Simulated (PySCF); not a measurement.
**What a change does: NMR shielding calculation on C6H5PS**

System: C6H5PS, SMILES C#CPc1cccs1.
Method of the first run: GIAO PBE0/pcSseg-1 NMR shielding, non-relativistic, IEF-PCM dimethylsulfoxide (PySCF 2.14.0).

The geometry comes from this level: PBE0-D3(BJ)/def2-SVP. Text and figures count atoms from 1; the logs count them from 0 in places.

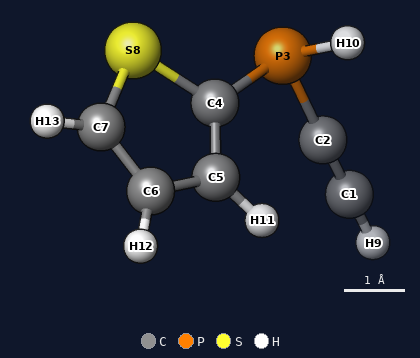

The input geometry (ball-and-stick view, seen at a tilt; atoms are numbered from 1 in the order of the input). Bond lengths as drawn: C–C 1.22 to 1.42 Å, C–H 1.07 to 1.09 Å, C–P 1.77 to 1.82 Å, C–S 1.71 to 1.73 Å and H–P 1.43 Å.

**Input, the first run**
```
{"job": {"kind": "nmr", "xc": "PBE0", "basis": "pcSseg-1", "solvent": "dimethylsulfoxide", "pop": false}, "charge": 0, "multiplicity": 1}
C     -3.136763     0.489715    -0.763988
C     -2.364884    -0.328106    -0.302711
P     -1.299567    -1.629264     0.252646
C      0.279193    -0.725349     0.393630
C      0.537628     0.611297     0.598780
C      1.925990     0.905702     0.631216
C      2.703900    -0.210501     0.450001
S      1.751337    -1.614646     0.224291
H     -3.818048     1.214709    -1.171093
H     -1.695489    -1.584362     1.625927
H     -0.256611     1.351055     0.710991
H      2.337478     1.904744     0.782344
H      3.791013    -0.275848     0.433309
```

The first line tells a small driver script what to run in PySCF; the rest is the geometry in Å.

Command:
```bash
OMP_NUM_THREADS=1 python <driver script> task.json out
```

Hardware: 1 CPU thread, shared host.

**Output (the first run)**
```
coarse grid: 12864 points
cycle   1  E = -970.4045537456  dE =  1.308e+00  |g| = 3.985e-01  |ddm| = 3.897e+00
cycle   2  E = -970.3909735423  dE =  1.358e-02  |g| = 4.497e-01  |ddm| = 9.153e-01
cycle   3  E = -970.4446887957  dE = -5.372e-02  |g| = 7.874e-02  |ddm| = 5.219e-01
cycle   4  E = -970.4461668315  dE = -1.478e-03  |g| = 3.227e-02  |ddm| = 1.052e-01
cycle   5  E = -970.4464119835  dE = -2.452e-04  |g| = 1.052e-02  |ddm| = 3.741e-02
cycle   6  E = -970.4464355850  dE = -2.360e-05  |g| = 4.328e-03  |ddm| = 1.372e-02
cycle   7  E = -970.4464404495  dE = -4.864e-06  |g| = 1.095e-03  |ddm| = 4.648e-03
final grid: 117784 points
cycle   8  E = -970.4994772994  dE = -2.235e-05  |g| = 8.839e-03  |ddm| = 3.734e-02
cycle   9  E = -970.4994579506  dE =  1.935e-05  |g| = 1.230e-02  |ddm| = 2.116e-02
cycle  10  E = -970.4994975231  dE = -3.957e-05  |g| = 1.285e-03  |ddm| = 1.266e-02
cycle  11  E = -970.4994979043  dE = -3.812e-07  |g| = 3.822e-04  |ddm| = 1.096e-03
cycle  12  E = -970.4994979368  dE = -3.254e-08  |g| = 1.345e-04  |ddm| = 4.226e-04
cycle  13  E = -970.4994979416  dE = -4.733e-09  |g| = 3.021e-05  |ddm| = 1.484e-04
cycle  14  E = -970.4994979418  dE = -1.864e-10  |g| = 1.420e-05  |ddm| = 3.654e-05
converged SCF energy = -970.4994979418

GIAO shielding tensors (ppm)
atom      isotropic    diamagn.    paramagn.     s11        s22        s33       span
  0 C       79.511     258.431    -178.919      1.574      8.692    228.269    226.695
  1 C      103.132     269.768    -166.636     -0.002     13.443    295.956    295.958
  2 P      447.806     962.873    -515.067    412.720    433.767    496.932     84.212
  3 C       47.705     266.436    -218.731    -28.136     41.400    129.851    157.988
  4 C       41.862     251.034    -209.172    -43.873     24.811    144.648    188.521
  5 C       50.035     253.626    -203.591    -32.719     34.130    148.695    181.414
  6 C       43.250     262.461    -219.211    -45.536     35.179    140.106    185.642
  7 S      243.044    1056.320    -813.275     82.401    264.390    382.342    299.942
  8 H       27.809      32.097      -4.288     22.780     23.460     37.188     14.408
  9 H       25.249      25.227       0.021     20.768     23.929     31.049     10.281
 10 H       23.250      32.975      -9.725     19.186     23.227     27.338      8.152
 11 H       23.681      30.159      -6.478     20.316     24.209     26.517      6.201
 12 H       23.544      29.438      -5.894     20.435     23.419     26.777      6.342
```

The input of the second run differs as follows (lines with − go, lines with + come):
```diff
-"solvent": "dimethylsulfoxide"
-"pop": false
+"solvent": "acetone"
+"pop": true
```

How does the second run compare with the first run?

The total energy of the second run is 0.25 kcal/mol higher: the change of the electrostatic solvation energy at this fixed geometry, without cavity or dispersion terms. Of all shieldings, the largest change is that of C1, C6 and C7, by +0.1 ppm. The number of SCF iterations is the same.

**Output (the second run)**
```
coarse grid: 12864 points
cycle   1  E = -970.4040349891  dE =  1.308e+00  |g| = 3.991e-01  |ddm| = 3.897e+00
cycle   2  E = -970.3898738266  dE =  1.416e-02  |g| = 4.522e-01  |ddm| = 9.205e-01
cycle   3  E = -970.4442298802  dE = -5.436e-02  |g| = 7.986e-02  |ddm| = 5.286e-01
cycle   4  E = -970.4457622356  dE = -1.532e-03  |g| = 3.230e-02  |ddm| = 1.072e-01
cycle   5  E = -970.4460078423  dE = -2.456e-04  |g| = 1.059e-02  |ddm| = 3.763e-02
cycle   6  E = -970.4460316785  dE = -2.384e-05  |g| = 4.394e-03  |ddm| = 1.393e-02
cycle   7  E = -970.4460366963  dE = -5.018e-06  |g| = 1.115e-03  |ddm| = 4.731e-03
final grid: 117784 points
cycle   8  E = -970.4990759738  dE = -2.224e-05  |g| = 8.871e-03  |ddm| = 3.730e-02
cycle   9  E = -970.4990559953  dE =  1.998e-05  |g| = 1.241e-02  |ddm| = 2.132e-02
cycle  10  E = -970.4990963088  dE = -4.031e-05  |g| = 1.325e-03  |ddm| = 1.283e-02
cycle  11  E = -970.4990967155  dE = -4.067e-07  |g| = 3.847e-04  |ddm| = 1.128e-03
cycle  12  E = -970.4990967485  dE = -3.302e-08  |g| = 1.362e-04  |ddm| = 4.327e-04
cycle  13  E = -970.4990967534  dE = -4.839e-09  |g| = 3.103e-05  |ddm| = 1.508e-04
cycle  14  E = -970.4990967536  dE = -1.994e-10  |g| = 1.420e-05  |ddm| = 3.685e-05
converged SCF energy = -970.4990967536

GIAO shielding tensors (ppm)
atom      isotropic    diamagn.    paramagn.     s11        s22        s33       span
  0 C       79.624     258.509    -178.885      1.763      8.883    228.225    226.463
  1 C      103.132     269.738    -166.605     -0.020     13.461    295.956    295.976
  2 P      447.721     962.864    -515.143    412.735    433.658    496.769     84.035
  3 C       47.687     266.422    -218.734    -28.136     41.373    129.826    157.962
  4 C       41.872     251.039    -209.167    -43.879     24.867    144.628    188.506
  5 C       50.091     253.639    -203.549    -32.667     34.277    148.661    181.328
  6 C       43.352     262.475    -219.123    -45.475     35.426    140.106    185.581
  7 S      242.959    1056.325    -813.366     82.205    264.135    382.536    300.331
  8 H       27.833      32.124      -4.291     22.810     23.491     37.199     14.389
  9 H       25.267      25.251       0.016     20.785     23.955     31.060     10.275
 10 H       23.257      32.987      -9.730     19.194     23.234     27.344      8.150
 11 H       23.695      30.171      -6.476     20.335     24.222     26.529      6.194
 12 H       23.563      29.454      -5.891     20.461     23.436     26.791      6.330
```

**The two runs side by side**

```csv
quantity,the first run,the second run
outcome,converged,converged
total energy (hartree),−970.499498,−970.499097
HOMO (eV),−6.84,−6.83
LUMO (eV),−0.99,−0.99
dipole moment (D),2.13,2.11
shielding of C1 (ppm),79.5,79.6
shielding of P3 (ppm),447.8,447.7
shielding of C6 (ppm),50.0,50.1
shielding of C7 (ppm),43.2,43.4
shielding of S8 (ppm),243.0,243.0
shielding of H9 (ppm),27.8,27.8
shielding of H13 (ppm),23.5,23.6
SCF iterations,14,14
basis functions,175,175
wall time (shared host),19 s,21 s
```
